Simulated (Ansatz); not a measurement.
# Geometry relaxation of CH7AlN2OSi (part 3 of 3)

Continued. System: CH7AlN2OSi, SMILES C=N[SiH](N)[O][AlH2]. Method: RKS PBE-D4/def2-SVP (Ansatz 0.2.0). The run did not end well. It belongs to a series of runs on one base structure; here: end point B relaxed.

Geometry of the input (Å):
```
C  1.2073  -1.1217  -1.3326
N  1.2742  -0.3515  -0.2947
Si -0.1254  -0.0538  0.7930
N  -0.5423  -1.5961  1.5252
O  -1.4075  0.6253  -0.0802
Al -0.9251  2.3785  -0.4568
H  0.2392  -1.5402  -1.6019
H  2.0551  -1.2142  -1.9960
H  0.3423  0.8535  1.9391
H  -0.2387  -1.6764  2.4783
H  -1.5937  -1.7063  1.4732
H  -0.1105  2.6868  -1.7866
H  -1.3086  3.5639  0.5571
```

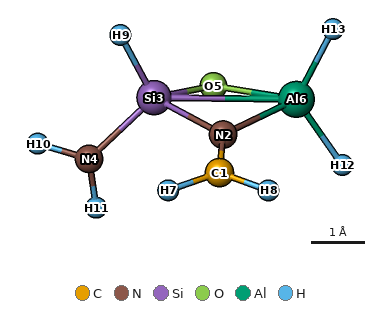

**Figure 1.** The geometry at step 32 of the log (ball-and-stick view, seen at a tilt; atoms are numbered from 1 in the order of the input).

Trajectory as extended XYZ, continued
```
13
Properties=species:S:1:pos:R:3:forces:R:3 step=23 energy=-20631.29108
C     1.2824   -1.0204   -1.1638    0.0634  -0.0352  -0.0159
N     1.0673    0.0218   -0.4601    0.0173  -0.0575  -0.0413
Si    0.0926   -0.0242    1.0339   -0.1055   0.0349  -0.0379
N    -0.7336   -1.5389    1.2269    0.1045   0.0599   0.0453
O    -0.8930    1.2979    0.8111   -0.0749  -0.0003   0.1115
Al   -1.0079    2.5122   -0.4202    0.0481   0.0631  -0.0953
H     0.9201   -2.0477   -0.8868    0.0375   0.0830  -0.0085
H     1.8679   -0.9560   -2.1142   -0.0727   0.0157   0.0444
H     0.9802    0.1372    2.2285    0.0128  -0.0009  -0.0089
H    -0.8814   -1.8919    2.1751    0.0002  -0.0197  -0.0049
H    -1.5379   -1.7579    0.6363   -0.0677  -0.0149  -0.0420
H    -1.4856    2.0741   -1.8918    0.0348   0.0619   0.1324
H    -0.8048    4.0417    0.0423    0.0023  -0.1900  -0.0790
13
Properties=species:S:1:pos:R:3:forces:R:3 step=24 energy=-20631.32692
C     1.2653   -0.9648   -1.1597    0.0218   0.0853  -0.0403
N     0.9973    0.0717   -0.4615   -0.0210  -0.1306  -0.0628
Si    0.0497   -0.0197    1.0549   -0.1217   0.0246   0.0346
N    -0.7261   -1.5635    1.2348    0.2205   0.1916  -0.0903
O    -0.9632    1.2828    0.8455   -0.0414   0.0149   0.0556
Al   -0.9420    2.4618   -0.4399   -0.0103  -0.0568  -0.0349
H     0.9738   -2.0106   -0.8663    0.0581   0.1382   0.0126
H     1.8153   -0.8675   -2.1281   -0.0700  -0.0121   0.0660
H     0.9510    0.1480    2.2383    0.0220   0.0011  -0.0114
H    -0.8752   -1.9329    2.1721    0.0043  -0.0609   0.1739
H    -1.5237   -1.7830    0.6406   -0.1871  -0.0659  -0.1347
H    -1.5201    2.0390   -1.8753    0.0585   0.0190   0.0723
H    -0.6358    3.9865   -0.0384    0.0661  -0.1486  -0.0406
13
Properties=species:S:1:pos:R:3:forces:R:3 step=25 energy=-20631.37765
C     1.2324   -0.9049   -1.1648    0.2114   0.0716   0.1099
N     0.9283    0.1211   -0.4632   -0.1295  -0.1376  -0.1372
Si    0.0110   -0.0120    1.0750   -0.1527   0.0199   0.0560
N    -0.7228   -1.5787    1.2372    0.1893   0.1940  -0.1014
O    -1.0275    1.2716    0.8817   -0.0564   0.0192   0.0098
Al   -0.9154    2.4052   -0.4522    0.2209  -0.0655   0.0242
H     1.0304   -1.9646   -0.8387   -0.0078   0.2289  -0.0555
H     1.7668   -0.7878   -2.1400   -0.1489  -0.0050   0.0518
H     0.9330    0.1599    2.2424    0.0089  -0.0060  -0.0104
H    -0.8624   -1.9635    2.1706    0.0097  -0.0533   0.1430
H    -1.5199   -1.8040    0.6415   -0.1363  -0.0557  -0.0873
H    -1.5228    1.9931   -1.8740   -0.0118   0.0044   0.0475
H    -0.4648    3.9126   -0.0984    0.0033  -0.2150  -0.0504
13
Properties=species:S:1:pos:R:3:forces:R:3 step=26 energy=-20631.46805
C     1.2332   -0.8364   -1.1477   -0.1616   0.1540  -0.1782
N     0.8587    0.1741   -0.4536   -0.0413  -0.1354  -0.1760
Si   -0.0326   -0.0071    1.1019   -0.2906   0.0819   0.1636
N    -0.7215   -1.5967    1.2413    0.2137   0.2342  -0.1257
O    -1.0864    1.2601    0.8968    0.0668  -0.0222   0.0033
Al   -0.8096    2.3257   -0.4905    0.0075  -0.1983   0.0372
H     1.0768   -1.9042   -0.8204    0.1314   0.3034   0.0186
H     1.6929   -0.6931   -2.1589   -0.0577  -0.0251   0.1961
H     0.9033    0.1718    2.2572    0.0066  -0.0271  -0.0021
H    -0.8549   -1.9962    2.1696    0.0225  -0.0572   0.1408
H    -1.5138   -1.8306    0.6415   -0.1338  -0.0476  -0.0775
H    -1.5786    1.9557   -1.8563    0.1409   0.0184   0.0821
H    -0.3012    3.8248   -0.1638    0.0956  -0.2790  -0.0821
13
Properties=species:S:1:pos:R:3:forces:R:3 step=27 energy=-20631.59815
C     1.1712   -0.7647   -1.1636    0.3367   0.1447   0.0887
N     0.7649    0.2301   -0.4599   -0.1340  -0.1729  -0.2922
Si   -0.0713    0.0034    1.1305   -0.4201   0.0534   0.1815
N    -0.7183   -1.6049    1.2430    0.1414   0.1687  -0.0651
O    -1.1421    1.2545    0.9398    0.0860   0.0343  -0.0907
Al   -0.7604    2.2406   -0.5055    0.1829  -0.3181   0.0298
H     1.1297   -1.8335   -0.7936   -0.0383   0.4481  -0.1047
H     1.6514   -0.6083   -2.1656   -0.3027  -0.0081   0.1824
H     0.8904    0.1748    2.2664    0.0139  -0.0300  -0.0307
H    -0.8285   -2.0251    2.1679    0.0344  -0.0323   0.0422
H    -1.5187   -1.8421    0.6509   -0.0497  -0.0175  -0.0077
H    -1.5481    1.9127   -1.8727    0.0804  -0.0097   0.1176
H    -0.1538    3.7104   -0.2206    0.0690  -0.2605  -0.0511
13
Properties=species:S:1:pos:R:3:forces:R:3 step=28 energy=-20631.78230
C     1.1613   -0.6717   -1.1504   -0.1808   0.0434  -0.1326
N     0.6666    0.2966   -0.4590    0.1838  -0.3519  -0.3462
Si   -0.1238    0.0172    1.1633   -0.4995   0.0801   0.3517
N    -0.7184   -1.6102    1.2437    0.0191   0.0444  -0.0041
O    -1.1990    1.2567    0.9684    0.2370  -0.0385  -0.1911
Al   -0.6490    2.1141   -0.5430   -0.0639  -0.2576   0.0702
H     1.1654   -1.7431   -0.7688    0.1096   0.6840  -0.0875
H     1.5600   -0.5147   -2.1908   -0.1982   0.0339   0.3903
H     0.8750    0.1768    2.2708   -0.0052  -0.0357  -0.0456
H    -0.7993   -2.0533    2.1656    0.0556   0.0225  -0.1179
H    -1.5292   -1.8532    0.6621    0.0501   0.0170   0.0830
H    -1.5206    1.8634   -1.8788    0.1107  -0.0598   0.0841
H    -0.0225    3.5692   -0.2661    0.1817  -0.1819  -0.0543
13
Properties=species:S:1:pos:R:3:forces:R:3 step=29 energy=-20631.88805
C     1.1203   -0.5999   -1.1582    0.0674  -0.0249   0.0801
N     0.5954    0.3412   -0.4530    0.3376  -0.6769  -0.3276
Si   -0.1727    0.0274    1.1939   -0.2677   0.1002   0.2456
N    -0.7228   -1.6125    1.2445   -0.0634  -0.0065   0.0514
O    -1.2383    1.2645    0.9829    0.1562  -0.0508  -0.1111
Al   -0.6040    2.0345   -0.5606   -0.1711   0.1041   0.0367
H     1.2167   -1.6551   -0.7478   -0.0057   0.6491  -0.2067
H     1.4961   -0.4268   -2.2030   -0.2433   0.0175   0.3495
H     0.8608    0.1734    2.2719   -0.0489  -0.0183  -0.0200
H    -0.7721   -2.0782    2.1583    0.0556   0.0280  -0.1442
H    -1.5428   -1.8591    0.6772    0.0536   0.0057   0.0796
H    -1.4899    1.7921   -1.8822    0.0199  -0.0074   0.0218
H     0.1195    3.4465   -0.3069    0.1098  -0.1198  -0.0551
13
Properties=species:S:1:pos:R:3:forces:R:3 step=30 energy=-20631.92897
C     1.1239   -0.5882   -1.1468    0.2292  -0.3685  -0.1711
N     0.5769    0.3016   -0.4213   -0.2671   0.5367   0.0226
Si   -0.2182    0.0433    1.2276    0.1906   0.0569  -0.0522
N    -0.7136   -1.6037    1.2314   -0.2345  -0.2265   0.2163
O    -1.2701    1.2736    0.9542   -0.0045  -0.0750   0.1362
Al   -0.6087    2.0100   -0.5821    0.0730   0.0595  -0.0791
H     1.3229   -1.6127   -0.7295    0.0069   0.2483  -0.2535
H     1.3933   -0.3731   -2.2108   -0.0107  -0.1288   0.2242
H     0.7895    0.1880    2.3260   -0.0436   0.0410   0.0266
H    -0.7066   -2.1119    2.1213   -0.0086   0.0026  -0.0613
H    -1.5427   -1.8582    0.6846    0.0170  -0.0456   0.0119
H    -1.5554    1.8435   -1.8712    0.0483  -0.0314   0.0019
H     0.2751    3.3357   -0.3663    0.0040  -0.0690  -0.0226
13
Properties=species:S:1:pos:R:3:forces:R:3 step=31 energy=-20631.94935
C     1.1402   -0.5423   -1.1698   -0.0223  -0.1377  -0.0629
N     0.5611    0.3266   -0.4346   -0.0045  -0.1087   0.0155
Si   -0.2236    0.0267    1.2231    0.0441  -0.0727   0.0312
N    -0.7493   -1.6212    1.2695   -0.0861   0.0954   0.0217
O    -1.2732    1.2629    0.9698   -0.0083   0.0616  -0.0783
Al   -0.6109    2.0042   -0.5799    0.0333  -0.0130   0.0033
H     1.3589   -1.5695   -0.7820    0.0330   0.1808  -0.1184
H     1.4007   -0.3159   -2.2307    0.0195  -0.0392   0.1609
H     0.7800    0.1784    2.3243    0.0084   0.0027  -0.0088
H    -0.7284   -2.1183    2.1644    0.0279   0.0197  -0.0340
H    -1.5869   -1.8810    0.7383    0.0249  -0.0222   0.0096
H    -1.5287    1.8016   -1.8877    0.0053   0.0399   0.0564
H     0.3265    3.2955   -0.3878   -0.0753  -0.0066   0.0037
13
Properties=species:S:1:pos:R:3:forces:R:3 step=32 energy=-20631.90558 accepted=F
C     1.1838   -0.5277   -1.2074   -0.1062  -0.0333  -0.0653
N     0.4712    0.2347   -0.4744    0.5288   0.1765  -0.1592
Si   -0.2360    0.0039    1.2147   -0.6592  -0.1434  -0.2702
N    -0.8725   -1.5808    1.3863   -0.2205  -0.4070  -0.2776
O    -1.2876    1.2276    0.9200   -0.0125   0.3296   0.2254
Al   -0.6050    1.9842   -0.6024   -0.1789  -0.1327   0.1076
H     1.4919   -1.5444   -0.8779    0.0720   0.0095   0.0333
H     1.4918   -0.1990   -2.2224    0.0009  -0.0869  -0.0355
H     0.8229    0.1789    2.2531    0.0368  -0.0260   0.0424
H    -0.7616   -2.0825    2.2650    0.0378  -0.1152   0.1184
H    -1.6342   -1.9884    0.8127    0.4235   0.4361   0.3376
H    -1.5754    1.9109   -1.8791    0.0339  -0.0058  -0.0351
H     0.3771    3.2305   -0.3714    0.0435  -0.0014  -0.0219
13
Properties=species:S:1:pos:R:3:forces:R:3 step=33 energy=-20631.95629
C     1.1475   -0.5506   -1.1914    0.2791   0.0955   0.0903
N     0.5455    0.2983   -0.4503   -0.0565  -0.1041  -0.0853
Si   -0.2290    0.0163    1.2142   -0.0796  -0.0797   0.0707
N    -0.7959   -1.6133    1.3007   -0.0157   0.0618  -0.0057
O    -1.2665    1.2653    0.9674    0.0330   0.0099  -0.0560
Al   -0.6094    1.9984   -0.5833   -0.0379  -0.0112   0.0033
H     1.4383   -1.5585   -0.8099   -0.1144   0.0542  -0.0720
H     1.4452   -0.2931   -2.2329   -0.0906  -0.0490   0.0494
H     0.7917    0.1656    2.2995    0.0231  -0.0128  -0.0110
H    -0.7370   -2.1150    2.1904    0.0186   0.0182  -0.0285
H    -1.6319   -1.8943    0.7791    0.0276   0.0197   0.0220
H    -1.5482    1.8358   -1.8786    0.0060  -0.0028   0.0212
H     0.3161    3.2930   -0.3879    0.0074   0.0003   0.0015
13
Properties=species:S:1:pos:R:3:forces:R:3 step=34 energy=-20631.95747
C     1.2044   -0.5188   -1.1953   -0.0656  -0.0783   0.1431
N     0.5420    0.2879   -0.4608   -0.1257  -0.0495   0.0703
Si   -0.2493    0.0003    1.2222    0.3273   0.1330  -0.2742
N    -0.8627   -1.6001    1.3274   -0.0472  -0.0681   0.0164
O    -1.2479    1.2748    0.9731   -0.1042  -0.0026   0.0973
Al   -0.6156    1.9853   -0.5905    0.0746  -0.0164   0.0090
H     1.4960   -1.5321   -0.8352    0.0085   0.0258  -0.0060
H     1.4958   -0.2521   -2.2315    0.0301   0.0578  -0.0470
H     0.8369    0.1177    2.2511   -0.0940  -0.0168   0.0329
H    -0.7496   -2.1248    2.1972    0.0094  -0.0140  -0.0216
H    -1.7148   -1.8749    0.8316    0.0042   0.0222   0.0228
H    -1.5829    1.8029   -1.8584   -0.0070   0.0115  -0.0181
H     0.3140    3.2817   -0.4137   -0.0106  -0.0046  -0.0249
13
Properties=species:S:1:pos:R:3:forces:R:3 step=35 energy=-20631.96217
C     1.2064   -0.5216   -1.1879   -0.0056   0.0069  -0.0359
N     0.5309    0.2798   -0.4606    0.0288   0.0195  -0.0383
Si   -0.2432   -0.0005    1.2043   -0.0964   0.0752   0.0765
N    -0.8638   -1.6024    1.3180   -0.0281   0.0729  -0.0486
O    -1.2563    1.2747    0.9724    0.0712  -0.1161   0.0055
Al   -0.6191    1.9843   -0.5937    0.0028  -0.0133   0.0338
H     1.4881   -1.5415   -0.8413    0.0152   0.0249   0.0317
H     1.5247   -0.2296   -2.2115   -0.0098  -0.0238  -0.0069
H     0.8089    0.1150    2.2655    0.0301   0.0001  -0.0300
H    -0.6863   -2.1507    2.1613   -0.0352  -0.0150   0.0074
H    -1.7599   -1.8418    0.8857    0.0220  -0.0406   0.0189
H    -1.5896    1.8122   -1.8615    0.0028  -0.0026  -0.0109
H     0.3253    3.2700   -0.4337    0.0022   0.0119  -0.0033
13
Properties=species:S:1:pos:R:3:forces:R:3 step=36 energy=-20631.96483
C     1.2117   -0.5204   -1.1845    0.0032  -0.0098  -0.0044
N     0.5312    0.2829   -0.4641   -0.0075   0.0103  -0.0312
Si   -0.2372    0.0002    1.2075   -0.0044   0.0192   0.0363
N    -0.8761   -1.5934    1.3152    0.0202   0.0059  -0.0004
O    -1.2447    1.2756    0.9843    0.0142   0.0149  -0.0199
Al   -0.6217    1.9838   -0.5900   -0.0175  -0.0437   0.0411
H     1.5186   -1.5244   -0.8142   -0.0020   0.0023  -0.0038
H     1.5112   -0.2500   -2.2196    0.0096   0.0054   0.0041
H     0.8351    0.1037    2.2500   -0.0118  -0.0143  -0.0006
H    -0.7159   -2.1480    2.1580   -0.0089  -0.0073  -0.0034
H    -1.7592   -1.8392    0.8614    0.0003  -0.0003   0.0064
H    -1.6013    1.8014   -1.8482   -0.0082   0.0059  -0.0196
H     0.3146    3.2757   -0.4388    0.0127   0.0114  -0.0046
13
Properties=species:S:1:pos:R:3:forces:R:3 step=37 energy=-20631.96525
C     1.2151   -0.5185   -1.1836   -0.0016  -0.0020  -0.0003
N     0.5273    0.2810   -0.4661   -0.0030   0.0063  -0.0029
Si   -0.2360    0.0005    1.2108    0.0075   0.0003  -0.0044
N    -0.8775   -1.5922    1.3143   -0.0069  -0.0028  -0.0045
O    -1.2386    1.2801    0.9911    0.0050   0.0147  -0.0060
Al   -0.6258    1.9809   -0.5894    0.0012  -0.0159   0.0114
H     1.5227   -1.5225   -0.8141    0.0055   0.0027   0.0041
H     1.5216   -0.2444   -2.2155   -0.0011   0.0019  -0.0024
H     0.8383    0.0944    2.2521   -0.0081  -0.0013  -0.0054
H    -0.7221   -2.1501    2.1557   -0.0022  -0.0033   0.0036
H    -1.7614   -1.8335    0.8593    0.0056   0.0003   0.0051
H    -1.6134    1.8000   -1.8435   -0.0022  -0.0001  -0.0003
H     0.3163    3.2721   -0.4540    0.0004  -0.0006   0.0021
13
Properties=species:S:1:pos:R:3:forces:R:3 step=38 energy=-20631.96527
C     1.2168   -0.5181   -1.1841   -0.0079  -0.0027   0.0006
N     0.5274    0.2802   -0.4667   -0.0147   0.0065  -0.0020
Si   -0.2363    0.0001    1.2102    0.0149   0.0150   0.0128
N    -0.8799   -1.5913    1.3147   -0.0025   0.0012  -0.0142
O    -1.2346    1.2841    0.9950    0.0045  -0.0025  -0.0235
Al   -0.6261    1.9802   -0.5891    0.0029  -0.0116   0.0168
H     1.5260   -1.5216   -0.8145    0.0056   0.0056   0.0013
H     1.5221   -0.2434   -2.2164    0.0027   0.0007   0.0018
H     0.8376    0.0932    2.2514   -0.0011  -0.0071  -0.0018
H    -0.7250   -2.1492    2.1560   -0.0007  -0.0069   0.0108
H    -1.7618   -1.8343    0.8573   -0.0032  -0.0013   0.0017
H    -1.6154    1.7965   -1.8411   -0.0044  -0.0002  -0.0022
H     0.3155    3.2716   -0.4558    0.0039   0.0032  -0.0021
13
Properties=species:S:1:pos:R:3:forces:R:3 step=39 energy=-20631.96540
C     1.2214   -0.5159   -1.1844    0.0158   0.0231   0.0261
N     0.5238    0.2779   -0.4696   -0.0130  -0.0100  -0.0078
Si   -0.2359   -0.0013    1.2106    0.0181   0.0076  -0.0024
N    -0.8879   -1.5893    1.3152   -0.0091  -0.0115   0.0014
O    -1.2291    1.2870    0.9990    0.0009  -0.0041  -0.0070
Al   -0.6286    1.9776   -0.5898    0.0040  -0.0021   0.0050
H     1.5424   -1.5142   -0.8111   -0.0061  -0.0040  -0.0022
H     1.5308   -0.2385   -2.2145   -0.0088  -0.0023  -0.0075
H     0.8433    0.0823    2.2474   -0.0039  -0.0011  -0.0036
H    -0.7291   -2.1523    2.1529   -0.0039   0.0069  -0.0073
H    -1.7740   -1.8267    0.8625    0.0057   0.0009   0.0050
H    -1.6281    1.7937   -1.8345    0.0016   0.0002   0.0027
H     0.3173    3.2678   -0.4667   -0.0015  -0.0036  -0.0024
13
Properties=species:S:1:pos:R:3:forces:R:3 step=40 energy=-20631.96532 accepted=F
C     1.2343   -0.5091   -1.1808   -0.0639   0.0092   0.0099
N     0.5189    0.2754   -0.4728    0.0358  -0.0256  -0.0050
Si   -0.2343   -0.0032    1.2118    0.0153  -0.0144  -0.0212
N    -0.8983   -1.5865    1.3145   -0.0212  -0.0261   0.0202
O    -1.2212    1.2905    1.0053   -0.0026   0.0026   0.0166
Al   -0.6328    1.9736   -0.5904    0.0047   0.0118  -0.0189
H     1.5636   -1.5039   -0.8056    0.0127   0.0049   0.0094
H     1.5380   -0.2339   -2.2132    0.0125   0.0106   0.0002
H     0.8516    0.0659    2.2431   -0.0084   0.0094  -0.0070
H    -0.7362   -2.1572    2.1471   -0.0061   0.0265  -0.0301
H    -1.7904   -1.8148    0.8680    0.0225   0.0060   0.0105
H    -1.6473    1.7894   -1.8245    0.0114   0.0004   0.0137
H     0.3206    3.2616   -0.4855   -0.0127  -0.0152   0.0017
```

What the run reported

```csv
quantity,value
outcome,not converged
hardware,"2 threads of AMD EPYC (Zen 3), 24 GiB of memory available, shared host"
wall time,98 s (CPU time 3.1 min)
peak memory,0.21 GiB
```

The run did not converge: “geometry relaxation did not converge after 40 steps: max|allowed force component| = 2.61e-2 eV/Å (threshold 1.5e-2). Raise `relax.max_steps` over both its present limit and 40, loosen `relax.f_tol`, or start from a geometry closer to equilibrium …” Its last values are not results.
